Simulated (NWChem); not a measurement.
# MgNH2Cl (SMILES [NH2][Mg][Cl]) at 3 levels

Aim: a comparison of 3 runs (HF/def2-SVP, PBE0/def2-SVP, MP2/def2-SVPD) of MgNH2Cl. 

Program for the calculation: NWChem 7.3.0.

### Step 1. The molecule

MgNH2Cl: 5 atoms, total charge 0, spin state singlet. As SMILES, `[NH2][Mg][Cl]`. The coordinates come from a PBE0-D4/def2-TZVP relaxation.

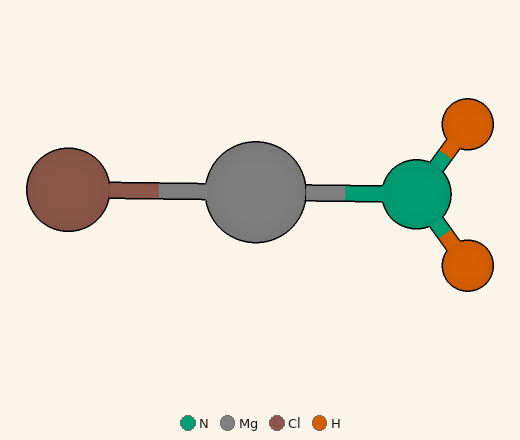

The structure, seen from a chosen angle (nitrogen teal, magnesium grey, chlorine brown, hydrogen orange).

### Step 2. Energy and gradient at HF/def2-SVP (run 1)

geom.nw reads:

```
START geom
TITLE "ClH2MgN"
memory 2200 mb
GEOMETRY noautosym nocenter noautoz
   N       -0.617700       0.544600      -0.444600
   Mg       0.624500      -0.561800       0.418000
   Cl       2.072300      -1.850800       1.423300
   H       -0.787700       1.519100      -0.248100
   H       -1.241500       0.275300      -1.190000
END
BASIS spherical bse
   * library def2-SVP
END
SCF
   thresh 1e-08
   maxiter 80
   noprint "final vectors analysis"
END
TASK scf gradient
```

Launch:

```sh
$ nwchem geom.nw > geom.out
```

Standard output:

```text
[...]
  functions       =    60
[...]
  wavefunction    = RHF
[...]
         Total SCF energy =   -714.565314590676
      One-electron energy =  -1200.333346860889
      Two-electron energy =    380.728911315353
 Nuclear repulsion energy =    105.039120954860
        Time for solution =      3.2s
[...]
                         RHF ENERGY GRADIENTS
    atom               coordinates                        gradient
                 x          y          z           x          y          z
   1 N      -1.167284   1.029145  -0.840172    0.003695  -0.003215   0.002539
   2 Mg      1.180134  -1.061648   0.789905    0.003122  -0.002790   0.002175
   3 Cl      3.916079  -3.497505   2.689647   -0.004973   0.004429  -0.003452
   4 H      -1.488537   2.870683  -0.468841    0.000226   0.003899   0.001738
   5 H      -2.346095   0.520242  -2.248774   -0.002070  -0.002323  -0.003001
[...]
```

Wall time 5.7 s (1 thread of AMD EPYC 7B13 (Zen 3), shared host); peak memory 0.099 GiB.

### Step 3. Energy and forces at PBE0/def2-SVP (run 2)

run.py reads:

```python
from ase import Atoms
from ase.calculators.nwchem import NWChem

molecule = Atoms(['N', 'Mg', 'Cl', 'H', 'H'], positions=[
    [-0.617700, 0.544600, -0.444600],
    [0.624500, -0.561800, 0.418000],
    [2.072300, -1.850800, 1.423300],
    [-0.787700, 1.519100, -0.248100],
    [-1.241500, 0.275300, -1.190000],
])

calc = NWChem(
    label='nw',
    theory='dft',
    memory='2200 mb',
    basis='def2-SVP',
    basispar='spherical bse',
    dft={'xc': 'pbe0', 'mult': '1', 'grid': 'xfine', 'convergence': 'energy 1e-08', 'iterations': '100', 'mulliken': None},
)
molecule.calc = calc

forces = molecule.get_forces()
print("Total energy (eV):", round(molecule.get_potential_energy(), 6))
print("forces (eV/A):")
for s, f in zip(molecule.symbols, forces):
    print(f"{s:2s} {f[0]:10.5f} {f[1]:10.5f} {f[2]:10.5f}")
print("dipole (e A):", molecule.get_dipole_moment().round(4))
```

Launch:

```sh
$ export ASE_NWCHEM_COMMAND="nwchem PREFIX.nwi > PREFIX.nwo"
$ python run.py
```

Standard output:

```text
Total energy (eV): -19476.496961
forces (eV/A):
N     0.20502   -0.18497    0.14172
Mg   -0.12521    0.11174   -0.08701
Cl    0.19756   -0.17597    0.13709
H    -0.06690    0.32314    0.05374
H    -0.21047   -0.07394   -0.24559
dipole (e A): [-0.3287  0.2921 -0.2277]
```

The calculator wrote nw.nwi:

```
title "nw"

permanent_dir nw

scratch_dir nw

start nw

geometry units angstrom nocenter noautosym noautoz
  N  -6.1770000000000003e-01 5.4459999999999997e-01 -4.4460000000000000e-01
  Mg 6.2450000000000006e-01 -5.6179999999999997e-01 4.1799999999999998e-01
  Cl 2.0722999999999998e+00 -1.8508000000000000e+00 1.4233000000000000e+00
  H  -7.8769999999999996e-01 1.5190999999999999e+00 -2.4809999999999999e-01
  H  -1.2415000000000000e+00 2.7529999999999999e-01 -1.1899999999999999e+00
end

memory 2200 mb

basis spherical bse noprint
   * library def2-SVP
end

dft
  xc pbe0
  mult 1
  grid xfine
  convergence energy 1e-08
  iterations 100
  mulliken
end

task dft gradient
```

nw.nwo:

```text
Northwest Computational Chemistry Package (NWChem) 7.3.0
             --------------------------------------------------------

           Job information
           ---------------

    nwchem branch   = 7.3.0
    use scalapack   = T
    input           = nw.nwi
    prefix          = nw.
    data base       = nw/nw.db
    status          = startup
    nproc           =        1

           Memory information
           ------------------

    heap     =     72089600 doubles =      550.0 Mbytes
    stack    =     72089597 doubles =      550.0 Mbytes
    global   =    144179200 doubles =     1100.0 Mbytes (distinct from heap & stack)
    total    =    288358397 doubles =     2200.0 Mbytes
    verify   = yes
    hardfail = no

           Directory information
           ---------------------

  0 permanent = nw
  0 scratch   = nw

                                NWChem Input Module
                                -------------------

                                        nw
                                        --

[... 86 lines left out ...]
  convergence criterion.
[... 17 lines left out ...]
          Convergence on gradient requested:  5.00D-04
[... 26 lines left out ...]
          Convergence aids based upon iterative change in
[... 28 lines left out ...]
 1-e energy   =   -1197.494830
[... 44 lines left out ...]
         Total DFT energy =     -715.748067499272
[... 2 lines left out ...]
    Exchange-Corr. energy =      -52.158306475770
[... 495 lines left out ...]
          Convergence on energy requested:  1.00D-08
[... 24 lines left out ...]
          Spatial weights used:  Erf1
[... 4 lines left out ...]
          total energy or number of iterations.
[... 18 lines left out ...]
                            NWChem DFT Gradient Module
                            --------------------------

                                        nw

  charge          =   0.00
  wavefunction    = closed shell

                         DFT ENERGY GRADIENTS

    atom               coordinates                        gradient
                 x          y          z           x          y          z
   1 N      -1.167284   1.029145  -0.840172   -0.003987   0.003597  -0.002756
   2 Mg      1.180134  -1.061648   0.789905    0.002435  -0.002173   0.001692
   3 Cl      3.916079  -3.497505   2.689647   -0.003842   0.003422  -0.002666
   4 H      -1.488537   2.870683  -0.468841    0.001301  -0.006284  -0.001045
   5 H      -2.346095   0.520242  -2.248774    0.004093   0.001438   0.004776

                 ----------------------------------------
                 |  Time  |  1-e(secs)   |  2-e(secs)   |
                 ----------------------------------------
                 |  CPU   |       0.00   |       1.44   |
                 ----------------------------------------
                 |  WALL  |       0.00   |       1.44   |
                 ----------------------------------------

 Task  times  cpu:        9.7s     wall:        9.7s
 Total times  cpu:        9.8s     wall:        9.8s
```

Wall time 11 s (1 thread of AMD EPYC 7B13 (Zen 3), shared host); peak memory 0.13 GiB.

### Step 4. Energy and gradient at MP2/def2-SVPD (run 3)

clh2mgn.xyz reads:

```xyz
5
ClH2MgN
N     -0.617700     0.544600    -0.444600
Mg     0.624500    -0.561800     0.418000
Cl     2.072300    -1.850800     1.423300
H     -0.787700     1.519100    -0.248100
H     -1.241500     0.275300    -1.190000
```

run.py reads:

```python
from ase.io import read
from ase.calculators.nwchem import NWChem

mol = read('clh2mgn.xyz')

calc = NWChem(
    label='clh2mgn',
    theory='mp2',
    memory='2200 mb',
    basis='def2-SVPD',
    basispar='spherical bse',
    scf={'nopen': '0', 'rhf': None, 'thresh': '1e-08', 'maxiter': '80', 'print': 'low'},
    mp2={'freeze': 'core 7', 'tight': None},
)
mol.calc = calc

forces = mol.get_forces()
e = mol.get_potential_energy()
print(f"E = {e:.6f} eV")
print("forces (eV/A):")
for s, f in zip(mol.symbols, forces):
    print(f"{s:2s} {f[0]:10.5f} {f[1]:10.5f} {f[2]:10.5f}")
```

Launch:

```sh
$ export ASE_NWCHEM_COMMAND="nwchem PREFIX.nwi > PREFIX.nwo"
$ python run.py
```

Standard output:

```text
E = -19454.840979 eV
forces (eV/A):
N    -0.04628    0.03816   -0.03183
Mg   -0.05980    0.05363   -0.04186
Cl    0.40917   -0.36438    0.28406
H    -0.08217    0.32818    0.03949
H    -0.22086   -0.05564   -0.24981
```

The calculator wrote clh2mgn.nwi:

```
title "clh2mgn"

permanent_dir clh2mgn

scratch_dir clh2mgn

start clh2mgn

geometry units angstrom nocenter noautosym noautoz
  N  -6.1770000000000003e-01 5.4459999999999997e-01 -4.4460000000000000e-01
  Mg 6.2450000000000006e-01 -5.6179999999999997e-01 4.1799999999999998e-01
  Cl 2.0722999999999998e+00 -1.8508000000000000e+00 1.4233000000000000e+00
  H  -7.8769999999999996e-01 1.5190999999999999e+00 -2.4809999999999999e-01
  H  -1.2415000000000000e+00 2.7529999999999999e-01 -1.1899999999999999e+00
end

memory 2200 mb

basis spherical bse noprint
   * library def2-SVPD
end

scf
  nopen 0
  rhf
  thresh 1e-08
  maxiter 80
  print low
end
mp2
  freeze core 7
  tight
end

task mp2 gradient
```

clh2mgn.nwo:

```text
Northwest Computational Chemistry Package (NWChem) 7.3.0
             --------------------------------------------------------

           Job information
           ---------------

    nwchem branch   = 7.3.0
    use scalapack   = T
    input           = clh2mgn.nwi
    prefix          = clh2mgn.
    data base       = clh2mgn/clh2mgn.db
    status          = startup
    nproc           =        1

           Memory information
           ------------------

    heap     =     72089598 doubles =      550.0 Mbytes
    stack    =     72089595 doubles =      550.0 Mbytes
    global   =    144179200 doubles =     1100.0 Mbytes (distinct from heap & stack)
    total    =    288358393 doubles =     2200.0 Mbytes
    verify   = yes
    hardfail = no

           Directory information
           ---------------------

  0 permanent = clh2mgn
  0 scratch   = clh2mgn

                                NWChem Input Module
                                -------------------

                                      clh2mgn
                                      -------

[... 26 lines left out ...]
            Nuclear Dipole moment (a.u.)
[... 62 lines left out ...]
       Final RHF  results
[... 2 lines left out ...]
         Total SCF energy =   -714.579458030753
      One-electron energy =  -1200.122505234789
      Two-electron energy =    380.503926249177
 Nuclear repulsion energy =    105.039120954860
[... 81 lines left out ...]
 CPHF converged to   5.9D-07 in   10 iters
[... 3 lines left out ...]
                Dipole Moments (a.u.)
[... 7 lines left out ...]
 MP2 RHF      natural orbital occupation numbers
[... 69 lines left out ...]
   68    0.0001
   69    0.0000
   70    0.0000
   71    0.0000
   72    0.0000
   73    0.0000
   74    0.0000
   75    0.0000
   76    0.0000
   77    0.0000
   78    0.0000
   79    0.0000
   80    0.0000
   81    0.0000
   82   -0.0000
   83   -0.0001
   84   -0.0006

  MP2 natural orbitals output to clh2mgn/clh2mgn.mp2nos

                         mp2 ENERGY GRADIENTS

    atom               coordinates                        gradient
                 x          y          z           x          y          z
   1 N      -1.167284   1.029145  -0.840172    0.000900  -0.000742   0.000619
   2 Mg      1.180134  -1.061648   0.789905    0.001163  -0.001043   0.000814
   3 Cl      3.916079  -3.497505   2.689647   -0.007957   0.007086  -0.005524
   4 H      -1.488537   2.870683  -0.468841    0.001598  -0.006382  -0.000768
   5 H      -2.346095   0.520242  -2.248774    0.004295   0.001082   0.004858

                 ----------------------------------------
                 |  Time  |  1-e(secs)   |  2-e(secs)   |
                 ----------------------------------------
                 |  CPU   |       0.00   |       4.42   |
                 ----------------------------------------
                 |  WALL  |       0.00   |       4.42   |
                 ----------------------------------------
 -----------------------
 Task  times  cpu:       22.5s     wall:       22.5s
 Total times  cpu:       22.6s     wall:       22.6s
```

Run time: 24 s. Hardware: 1 thread of AMD EPYC 7B13 (Zen 3), shared host; peak memory 0.24 GiB.

### Step 5. Overview of the runs

```
run          level  iteration cap  module  energy (Eh)  dipole moment (D)  largest force (eV/Å)  wall time
  1    HF/def2-SVP             80     scf  -714.565315               2.37                 0.386      5.7 s
  2  PBE0/def2-SVP            100     dft  -715.748067               2.38                 0.334       11 s
  3  MP2/def2-SVPD             80     mp2  -714.952225               2.34                 0.617       24 s
```

### Step 6. Summary of results

```
                                                      quantity          value
                                           run 3: total energy  -714.95222 Eh
run 3: dipole moment (of the density that the program reports)         2.34 D
            run 3: correlation energy (7 core orbitals frozen)     -372.8 mEh
                               run 3: largest force on an atom     0.617 eV/Å
```

The dipole moment (its size) runs from 2.34 D (MP2/def2-SVPD) to 2.38 D (PBE0/def2-SVP). The two ends differ in method and basis. All runs together took 41 s, the longest 24 s.
